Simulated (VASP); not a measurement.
Band structure of NaH (space group Fm-3m). Calculation: PBE GGA, VASP's PBE PAW potentials (set 64) (plane waves; VASP).

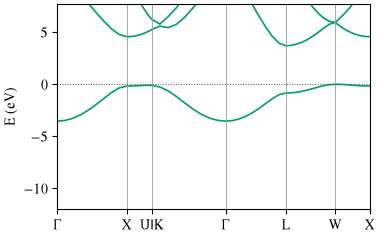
Figure. Bands along high-symmetry lines, zero at the valence-band maximum or, without a gap, the Fermi level

Q: Read the plot: is there a gap, and where are the band edges?

A: The gap is indirect, 3.70 eV, from the valence maximum at W to the conduction minimum at L.

The structure is a typed NaH crystal (Fm-3m). The cell was not relaxed at this level.
